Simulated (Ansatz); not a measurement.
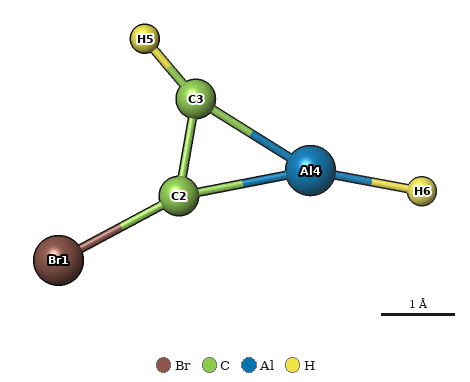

Figure 1. The structure as given in the input (ball-and-stick view, seen on its broad side; atoms are numbered from 1 in the order of the input). Sticks mark near contacts.

**Single-point calculation of C2H2AlBr**

System: C2H2AlBr.
Method: RKS PBE-d3bjatm/LANL2DZ (Ansatz 0.2.0).

The geometry comes from this level: PBE0-D4/def2-TZVP.

### The input
```yaml
crystal:
  periodic: [false, false, false]
  atoms:
    - {symbol: Br, position_ang: [-0.872027, -2.454249, -0.322667]}
    - {symbol: C, position_ang: [-0.361218, -0.645956, -0.133136]}
    - {symbol: C, position_ang: [0.842638, -0.155216, 0.249776]}
    - {symbol: Al, position_ang: [-0.379727, 1.209776, -0.107124]}
    - {symbol: H, position_ang: [1.751403, -0.685153, 0.523111]}
    - {symbol: H, position_ang: [-0.939068, 2.666799, -0.256261]}
basis:
  gaussian: {orbitals: LANL2DZ, point_charges: [{charge: 0.50, position_ang: [4.710, -0.479, -0.976]}]}
hamiltonian: {xc: {name: PBE}, dispersion: d3bjatm}
accuracy: high
```

Machine: 2 threads of Arm Neoverse V2, 23 GiB of memory available, shared host.

Launch command:
```bash
ansatz run in.yaml --threads 2 --pin off --events-out ev --progress --plain --max-ram 4352MiB
```

### Log
```
Error: [file] can't be read: No such file or directory (os error 2)
```

### Outcome

- outcome: refused by the program

### What went wrong

This input holds a deliberate fault: basis. The program refused the input: “[file] can't be read: No such file or directory (os error 2)”
